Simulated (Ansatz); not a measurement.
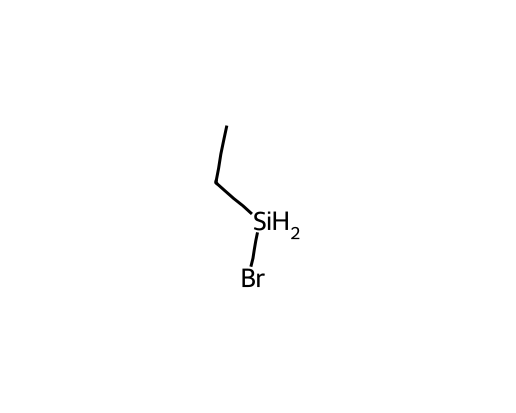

Structural formula above. The computed structure is the end point of a PBE-D4/def2-SVP optimisation. No frequency run is at hand to confirm it as a minimum.

Describe the 3D structure.

Formula C2H7BrSi. As SMILES it reads `CC[SiH2]Br`. It has no ring. Among its groups: Si–H bond. The point group is Cs. Coordination: 2 C tetrahedral; 1 Si tetrahedral.

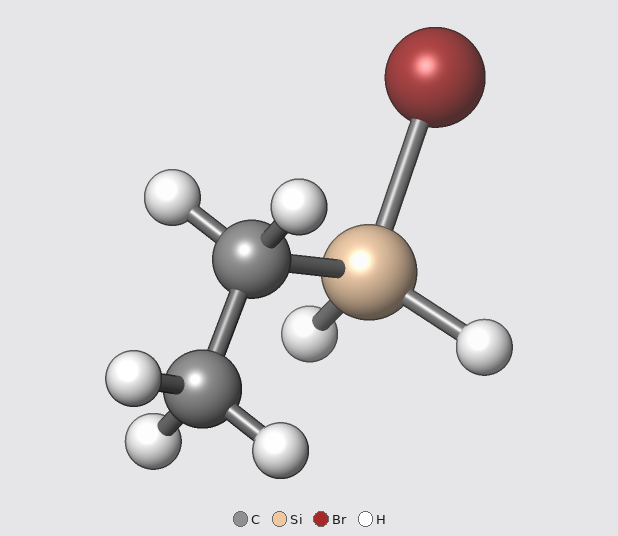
